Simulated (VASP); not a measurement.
Input:

```xyz
3
Lattice="4.0673 0.0000 0.0000 -2.0336 3.5223 0.0000 0.0000 0.0000 4.0056" Properties=species:S:1:pos:R:3 pbc="T T T"
Nd     2.0336     1.1741     2.0028
Ni     0.0000     2.3482     4.0056
As     0.0000     0.0000     4.0056
```

The numbers are results of PBEsol GGA, VASP's PBE PAW potentials (set 64) (plane waves; VASP), not measurements. Settings: 400 eV cut-off, 10×10×9 Γ-centred mesh, tetrahedra with Blöchl corrections, potentials Nd_3 Ni As.

The 4f electrons are frozen in the core of the lanthanide potential, so 4f levels, which can set the real gap, and their magnetism are missing.

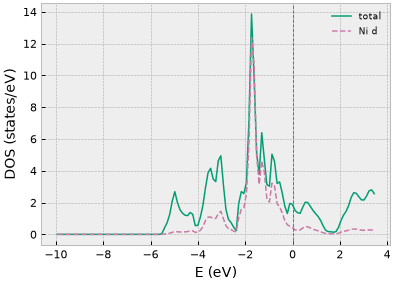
*Total and projected density of states, zero at the Fermi level*

Within 2 eV below the Fermi level the largest weight inside VASP's projection spheres is Ni d.

It has no gap at this level: it comes out as a metal or semimetal.

The structure comes from a computed database's NdNiAs entry (P-6m2); how it stands against other phases isn't given here. It was relaxed first. The run is not spin-polarised, so no magnetic state was tried.
